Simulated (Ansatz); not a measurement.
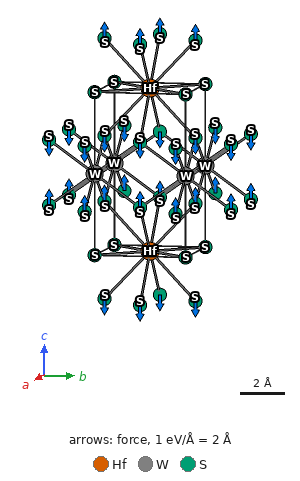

Starting geometry of a crystal of HfWS5 (a generated structure, set up in P4/mmm) (coarse preliminary run) with the computed forces as blue arrows. A ball-and-stick model of the cell of the calculation, seen slightly off an axis.

All numbers below come from DFT PBE, scalar-relativistic, plane waves, PAW in Ansatz. Settings: plane-wave cutoff 420 eV; k-point mesh 4 × 4 × 2; occupations gaussian; smearing width 0.1 eV; no spin polarisation; cell and atoms relaxed; force threshold 0.04 eV/Å; at most 70 steps.

What follows when this structure is relaxed?

It isn't relaxed: the largest force vector, on S atoms, is 0.39 eV/Å. Measured relative to the changing cell, the final displacements run against the starting forces (cosine between the two patterns −1.00). After 5 accepted moves (7 points after the start) the energy has fallen by 262 meV per atom. Largest force component: 0.39 eV/Å at the start, 0.034 eV/Å at the end. Pressure: −14.64 GPa at the start and 0.27 GPa at the end. The line search rejected the trial step at point 5 of the run. The SCF was repeated once at an unchanged geometry on a basis and grid sized afresh for the cell, which shifted the energy by 0.2 meV per atom at most. The largest moves relative to the cell, 0.095 Å, are those of S atoms. W and Hf stay in place. Cell: a = b 4.308 → 4.339 Å (+0.7 %), c 7.596 → 6.173 Å (−18.7 %). Volume −17.6 %. Among the contacts that change: S–W 3.798 → 3.086 Å, S–S 3.053 → 2.670 Å, Hf–S 3.131 → 2.788 Å, S–S 3.131 → 2.788 Å. New bonds form: S–W (3.80 → 3.09 Å). Among the angles between lasting bonds that change: Hf–S–Hf 87.0° → 102.2°, W–S–W 109.4° → 116.8°, Hf–S–W 114.8° → 109.2°. The space group stays P4/mmm (No. 123). Cost: 31 s on 1 thread of Intel(R) Xeon(R) 6975P-C (Granite Rapids) (shared host), peak memory 0.51 GiB.

Limits of the set-up: the k-point mesh is coarse for a cell with partly filled bands.
